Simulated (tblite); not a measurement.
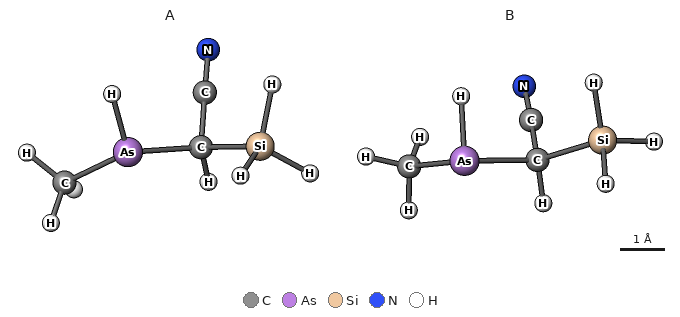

Two geometries of C₃H₈AsNSi, drawn at one scale. One is the start of a relaxation, the other its converged end. A ball-and-stick model, seen from a free direction.

Theory: tblite 0.8.0, GFN2-xTB geometry optimisation, gas phase. 

> Which geometry has the lower energy?

Structure B is the relaxed one. After 119 geometry steps the energy has fallen by 134.2 kJ/mol. The atom that moves furthest after the best rigid fit is an H atom (1.24 Å). By element the largest moves are H 1.24 Å, N 1.06 Å, C 0.72 Å, As 0.44 Å, Si 0.17 Å. Among the contacts that change: As–H 1.580 → 1.506 Å, As–C 1.944 → 2.013 Å, C–C 1.470 → 1.416 Å, C–Si 1.867 → 1.918 Å. Among the angles between lasting bonds that change: C–As–H 112.2° → 94.0°, C–As–H 112.8° → 94.7°, C–As–C 115.2° → 98.1°. Groups turn about C–Si by about 35°. The run took 0.55 s on 1 thread of Intel(R) Xeon(R) 6975P-C, with other jobs on the host.
